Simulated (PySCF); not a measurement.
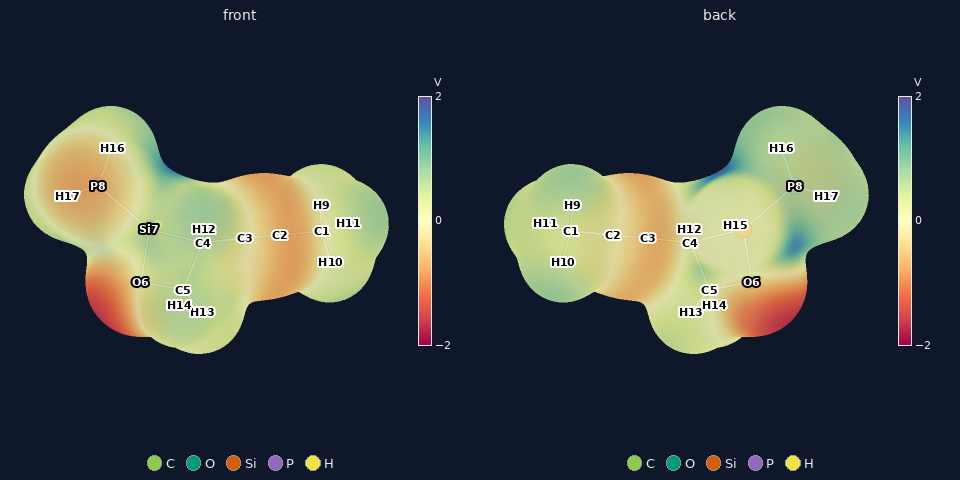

*C$_{5}$H$_{9}$OPSi. The molecular electrostatic potential painted on the density surface at 0.002 e/bohr³, seen from the front and from behind; red is negative and blue positive.*

Geometry: GFN2-xTB.

The calculation used PBE0/pcSseg-1, SCF density, gas phase, non-relativistic in PySCF.

Input

```
{"job": {"kind": "nmr", "xc": "PBE0", "basis": "pcSseg-1"}, "charge": 0, "multiplicity": 1}
C      3.543446    -0.550114     0.076050
C      2.103963    -0.546431    -0.077088
C      0.911002    -0.569111    -0.205683
C     -0.512050    -0.537858    -0.369924
C     -1.016667     0.362341    -1.504522
O     -1.929006     1.202046    -0.798507
Si    -1.550952     0.665472     0.720359
P     -3.362881    -0.126065     1.761349
H      3.811255    -0.309232     1.104860
H      3.989985     0.190755    -0.587149
H      3.944421    -1.532875    -0.172306
H     -0.911505    -1.550034    -0.444137
H     -0.224172     0.975646    -1.935926
H     -1.549545    -0.160680    -2.298737
H     -0.715976     1.646990     1.425355
H     -2.718198    -0.284290     2.974669
H     -3.820119     1.135471     2.094543
```

Launched as:

```sh
OMP_NUM_THREADS=1 python probes_run.py task.json out
```

Question: Where is the surface potential most negative and most positive?

Answer: The most negative region (about −1.6 V) lies over O6, the most positive (about +1.6 V) over Si7. O6 is the likeliest acceptor of a hydrogen bond.
